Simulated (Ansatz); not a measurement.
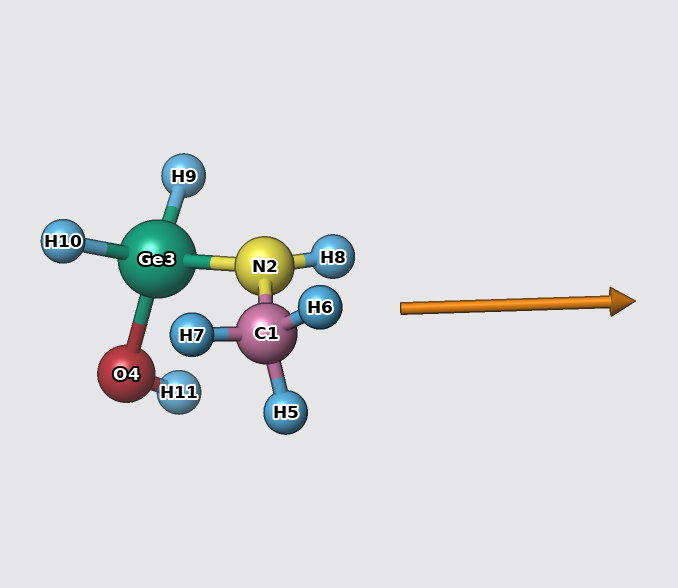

The arrow beside the molecule shows the direction of the dipole moment, from the negative to the positive end (its length means nothing). The geometry was computed by an optimisation with PBE-D4/def2-SVP. No frequency run is at hand to confirm it as a minimum. Level of theory: RKS PBE-D4/def2-SVP (Ansatz 0.2.0).

Estimate the dipole moment.

Answer. 2.08 D; it points from the side of H10 to the side of H8 (the outermost atoms at the two ends).
